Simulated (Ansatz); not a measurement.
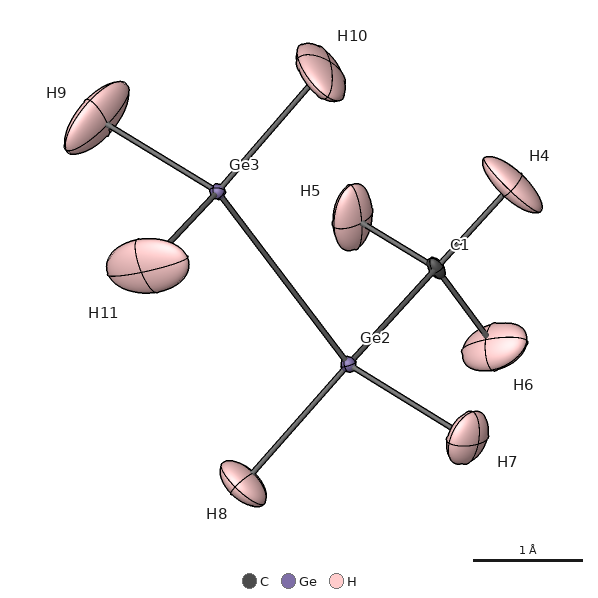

Displacement ellipsoids at the 50 % level, from the internal vibrations of the free molecule (harmonic, no overall translation or rotation; no half-axis is drawn under 0.075 Å). Vibrations computed with RKS PBE0-D4/def2-TZVP (Ansatz 0.2.0). Temperature: 0 K (zero-point motion alone).

Give the displacement parameters, one line for each set of equivalent atoms.

```csv
atom,U_eq (Å²),rms amplitudes (Å)
C1,0.0030,"0.038, 0.042, 0.077"
Ge2,0.00032,"0.012, 0.017, 0.023"
Ge3,0.00024,"0.006, 0.012, 0.023"
"H4, H5",0.0275,"0.083, 0.146, 0.233"
H6,0.0286,"0.098, 0.155, 0.228"
"H7, H8",0.0212,"0.089, 0.159, 0.174"
"H9, H10",0.0388,"0.088, 0.176, 0.279"
H11,0.0400,"0.089, 0.176, 0.285"
```
